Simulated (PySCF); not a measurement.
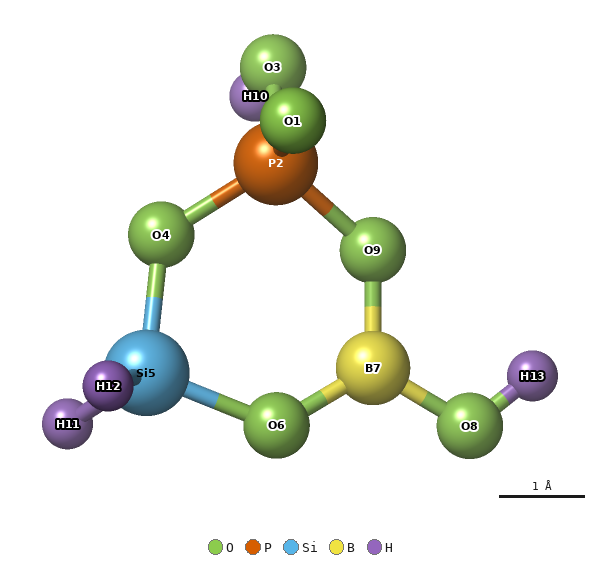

*The structure as given in the input (ball-and-stick view, seen at a tilt; atoms are numbered from 1 in the order of the input).*

# Run report: BSiPH$_{4}$O$_{6}$, excited-state calculation

The run: excited-state calculation of BSiPH$_{4}$O$_{6}$, SMILES O=P1(O)O[SiH2]OB(O)O1. Method and program: TDDFT CAM-B3LYP/def2-SVPD, vertical, gas phase, core orbitals frozen in the response (PySCF 2.14.0).

The geometry comes from this level: PBE0-D3(BJ)/def2-SVP.

Output:
```
coarse grid: 13336 points
cycle   1  E = -1108.5513876824  dE =  2.108e+00  |g| = 1.473e+00  |ddm| = 7.022e+00
cycle   2  E = -1108.2941398080  dE =  2.572e-01  |g| = 1.919e+00  |ddm| = 8.246e+00
cycle   3  E = -1108.9500279340  dE = -6.559e-01  |g| = 2.510e-01  |ddm| = 4.175e+00
cycle   4  E = -1108.9607209278  dE = -1.069e-02  |g| = 7.050e-02  |ddm| = 4.100e-01
cycle   5  E = -1108.9616215650  dE = -9.006e-04  |g| = 8.584e-03  |ddm| = 1.241e-01
cycle   6  E = -1108.9616324549  dE = -1.089e-05  |g| = 5.356e-03  |ddm| = 3.538e-02
cycle   7  E = -1108.9616375228  dE = -5.068e-06  |g| = 1.197e-03  |ddm| = 8.589e-03
final grid: 123800 points
cycle   8  E = -1109.1436140802  dE = -3.269e-05  |g| = 3.014e-03  |ddm| = 8.423e-02
cycle   9  E = -1109.1436130669  dE =  1.013e-06  |g| = 3.988e-03  |ddm| = 1.060e-02
cycle  10  E = -1109.1436158496  dE = -2.783e-06  |g| = 3.010e-04  |ddm| = 5.587e-03
cycle  11  E = -1109.1436158622  dE = -1.262e-08  |g| = 2.297e-04  |ddm| = 1.202e-03
cycle  12  E = -1109.1436158716  dE = -9.384e-09  |g| = 5.486e-05  |ddm| = 3.002e-04
cycle  13  E = -1109.1436158722  dE = -6.166e-10  |g| = 1.312e-05  |ddm| = 1.353e-04
```

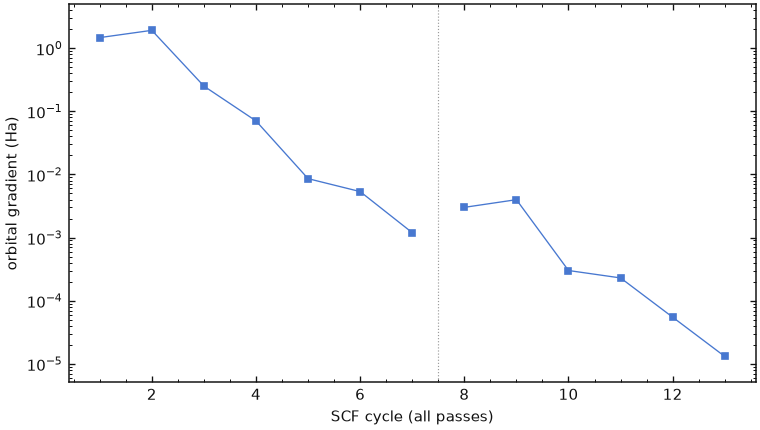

*Convergence of the self-consistent field: orbital gradient against the SCF cycle. The dotted line marks the change from a coarse to the final integration grid.*

The first 7 cycles use a coarse grid, the final grid takes over at cycle 8, and the field converges after 13 cycles in all.

```
converged SCF energy = -1109.1436158722

Static polarisability (au): isotropic 72.507, principal 65.619 74.499 77.404

Singlet excitations
state   eV       nm        f      main configurations
  1   7.6500    162.1   0.00548   H->L 0.78, H->L+1 0.09
  2   7.9519    155.9   0.00889   H-1->L 0.29, H->L+1 0.19, H-2->L+1 0.19
  3   8.0112    154.8   0.02290   H-1->L 0.52, H-2->L+1 0.16, H->L+1 0.11
  4   8.3604    148.3   0.02002   H-2->L 0.66, H-2->L+4 0.12
  5   8.6119    144.0   0.00054   H->L+1 0.30, H-2->L+1 0.16, H-3->L 0.14
  6   8.8733    139.7   0.00214   H-1->L+1 0.57, H-2->L+1 0.13

Triplet excitations (Tamm-Dancoff, eV): 7.3775 7.5515
Vertical ionisation energy (delta-SCF) = 11.2733 eV
```

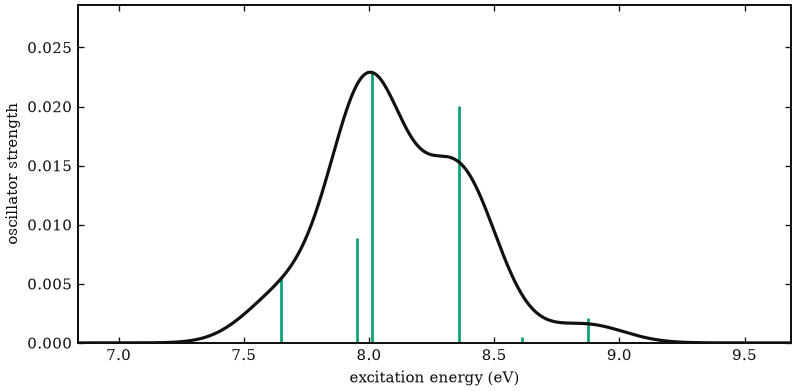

*Computed excitations as sticks (degenerate states added up, dark ones marked on the axis), with a Gaussian envelope of 0.35 eV full width at half maximum, scaled to the tallest.*

Of the 6 states the lowest lies at 7.65 eV (f = 0.005); the strongest line is at 8.01 eV, or 155 nm (f = 0.023).

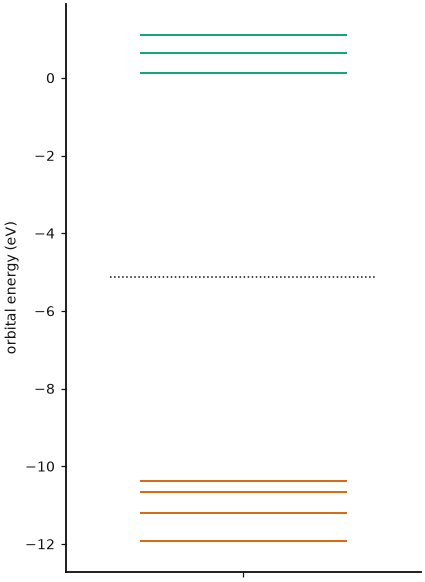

*Orbital energies near the frontier; the dotted line parts filled from empty levels, and levels within 0.02 eV of each other stand side by side.*

Highest filled −10.39 eV, lowest empty 0.11 eV, 10.50 eV apart.

This output came from the following input.

Input:
```
{"job": {"kind": "uv", "xc": "CAM-B3LYP", "basis": "def2-SVPD", "nstates": 6, "ntriplets": 2, "ip": true}, "charge": 0, "multiplicity": 1}
O      0.978841     0.039319     2.296933
P      1.120669    -0.181578     0.856484
O      2.550359    -0.712320     0.398736
O      0.868715     1.092910    -0.102785
Si    -0.667615     1.636878    -0.539029
O     -1.579243     0.248173    -0.584137
B     -1.180946    -1.018783    -0.273230
O     -2.020511    -2.050268    -0.480755
O      0.095271    -1.273809     0.227410
H      2.653470    -0.773695    -0.558959
H     -0.551888     2.236562    -1.887257
H     -1.212304     2.569841     0.472289
H     -1.639179    -2.885817    -0.192369
```

The first line tells a small driver script what to run in PySCF; the rest is the geometry in Å.

Launched with:
```bash
OMP_NUM_THREADS=1 python <driver script> task.json out
```

Summary:

- outcome: converged
- total energy: −1109.143616 hartree
- HOMO: −10.39 eV
- LUMO: 0.11 eV
- dipole moment: 4.20 D
- mean polarisability: 72.51 a.u.
- vertical ionisation energy: 11.27 eV
- lowest singlet excitation: 7.65 eV
- hardware: 1 CPU thread, shared host
- wall time: 7.8 min
- peak memory: 1.3 GiB
